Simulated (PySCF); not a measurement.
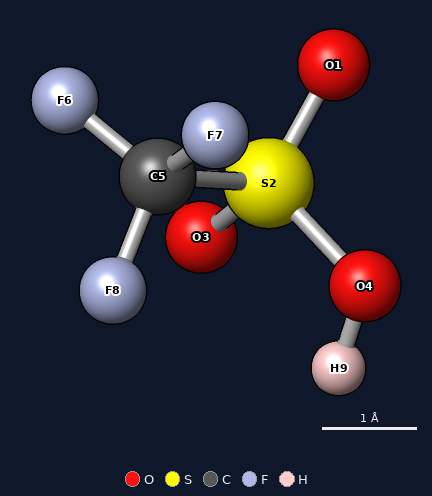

Fig. 1: The structure (ball-and-stick view, seen at a tilt; atoms are numbered from 1 in the order of the input). Bond lengths as drawn: C–F 1.32 Å, C–S 1.85 Å, H–O 0.97 Å and O–S 1.44 to 1.61 Å.

**Run report: CHF3O3S, NMR shielding calculation**

CHF3O3S, SMILES O=S(=O)(O)C(F)(F)F, computed with GIAO KT3/pcSseg-1 NMR shielding, non-relativistic, gas phase (PySCF 2.14.0).

The geometry comes from this level: PBE0-D3(BJ)/def2-SVP. Figures and captions count atoms from 1; the log counts them from 0 in places.

Log:
```
coarse grid: 9848 points
cycle   1  E = -971.0125632166  dE =  2.286e+00  |g| = 1.764e+00  |ddm| = 3.137e+00
cycle   2  E = -968.1902010146  dE =  2.822e+00  |g| = 4.243e+00  |ddm| = 3.939e+00
cycle   3  E = -971.4938123410  dE = -3.304e+00  |g| = 5.451e-01  |ddm| = 3.289e+00
cycle   4  E = -971.5237139241  dE = -2.990e-02  |g| = 3.827e-01  |ddm| = 6.524e-01
cycle   5  E = -971.5484323894  dE = -2.472e-02  |g| = 1.041e-01  |ddm| = 3.035e-01
cycle   6  E = -971.5504192587  dE = -1.987e-03  |g| = 3.766e-02  |ddm| = 1.027e-01
cycle   7  E = -971.5506435021  dE = -2.242e-04  |g| = 1.575e-02  |ddm| = 3.380e-02
cycle   8  E = -971.5506891496  dE = -4.565e-05  |g| = 4.317e-03  |ddm| = 1.285e-02
cycle   9  E = -971.5506926389  dE = -3.489e-06  |g| = 9.085e-04  |ddm| = 3.974e-03
final grid: 96768 points
cycle  10  E = -971.8046839369  dE = -1.893e-04  |g| = 4.567e-02  |ddm| = 5.996e-02
cycle  11  E = -971.8041021710  dE =  5.818e-04  |g| = 7.559e-02  |ddm| = 7.140e-02
cycle  12  E = -971.8049803823  dE = -8.782e-04  |g| = 5.936e-03  |ddm| = 4.820e-02
cycle  13  E = -971.8049865549  dE = -6.173e-06  |g| = 2.045e-03  |ddm| = 5.361e-03
cycle  14  E = -971.8049871725  dE = -6.176e-07  |g| = 6.046e-04  |ddm| = 1.428e-03
cycle  15  E = -971.8049872440  dE = -7.146e-08  |g| = 1.296e-04  |ddm| = 5.402e-04
cycle  16  E = -971.8049872461  dE = -2.164e-09  |g| = 7.484e-05  |ddm| = 1.430e-04
cycle  17  E = -971.8049872471  dE = -9.763e-10  |g| = 2.639e-05  |ddm| = 6.291e-05
```

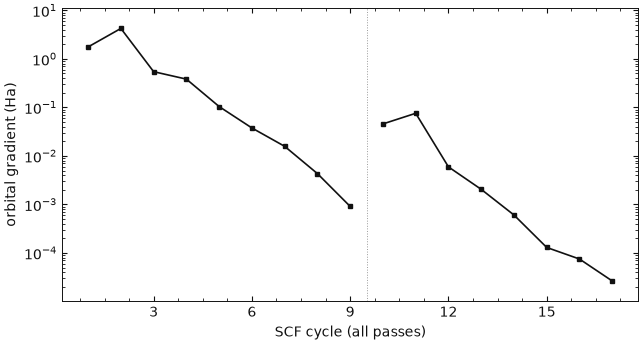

Fig. 2: Convergence of the self-consistent field: orbital gradient against the SCF cycle. The dotted line marks the change from a coarse to the final integration grid. The first 9 cycles use a coarse grid, the final grid takes over at cycle 10, and the field converges after 17 cycles in all.

```
converged SCF energy = -971.8049872471

GIAO shielding tensors (ppm)
atom      isotropic    diamagn.    paramagn.     s11        s22        s33       span
  0 O      110.227     397.540    -287.312     68.468    116.411    145.803     77.335
  1 S      223.474    1053.077    -829.603     65.051    165.461    439.910    374.859
  2 O       95.585     399.725    -304.139     42.387     96.017    148.352    105.965
  3 O      129.700     393.880    -264.179     48.076     66.851    274.174    226.098
  4 C       59.645     248.827    -189.183     48.339     63.763     66.833     18.494
  5 F      255.506     472.571    -217.065    199.029    231.697    335.791    136.761
  6 F      252.729     473.497    -220.769    198.091    224.109    335.985    137.894
  7 F      252.995     475.125    -222.130    195.861    220.378    342.748    146.887
  8 H       26.574      31.227      -4.652     21.499     22.583     35.642     14.143
```

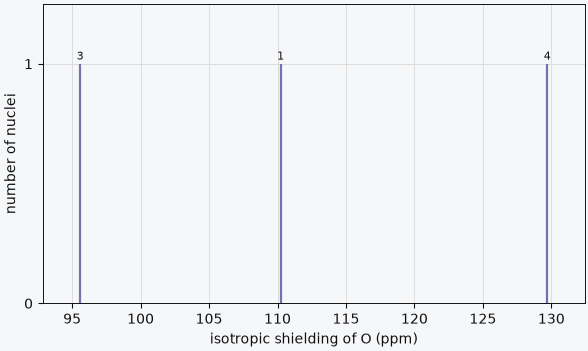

Fig. 3: Isotropic shieldings of the oxygen nuclei in this fixed geometry, labelled by atom number; shielding grows to the right, so chemical shift grows to the left. The least shielded is O3 (95.6 ppm), the most shielded O4 (129.7 ppm).

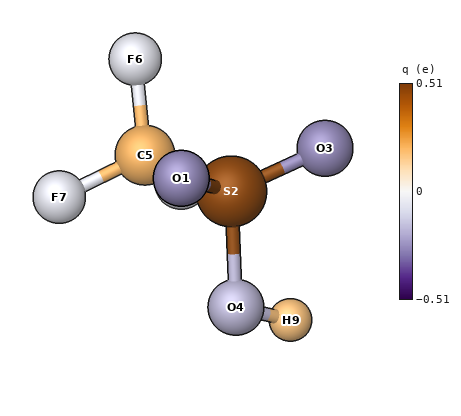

Fig. 4: Hirshfeld charges, as the colour of each atom (ball-and-stick view, seen at a tilt; atoms are numbered from 1 in the order of the input). By element: O −0.27 to −0.18, S +0.48, C +0.23, F −0.07 to −0.06 and H +0.18 e.

The run was set up as follows.

The input:
```
{"job": {"xc": "KT3", "basis": "pcSseg-1", "kind": "nmr", "pop": true}, "charge": 0, "multiplicity": 1}
O     -0.913070     1.739415    -0.411633
S     -0.601584     0.533493     0.303083
O     -0.554420     0.422625     1.742755
O     -1.549993    -0.629064    -0.278165
C      1.027096    -0.077195    -0.337178
F      1.976310     0.721257     0.105199
F      1.022456    -0.081456    -1.652704
F      1.233194    -1.306014     0.109998
H     -1.639914    -1.320358     0.398052
```

The first line tells a small driver script what to run in PySCF; the rest is the geometry in Å.

Launch command:
```bash
OMP_NUM_THREADS=1 python <driver script> task.json out
```

Summary:

| quantity | value |
| --- | --- |
| outcome | converged |
| total energy | −971.804987 hartree |
| HOMO | −8.36 eV |
| LUMO | −1.02 eV |
| dipole moment | 2.61 D |
| isotropic shielding, O | 95.6 to 129.7 ppm |
| isotropic shielding, S | 223.5 ppm |
| isotropic shielding, C | 59.6 ppm |
| isotropic shielding, F | 252.7 to 255.5 ppm |
| isotropic shielding, H | 26.6 ppm |
| hardware | 1 CPU thread, shared host |
| wall time | 15 s |
| peak memory | 0.73 GiB |
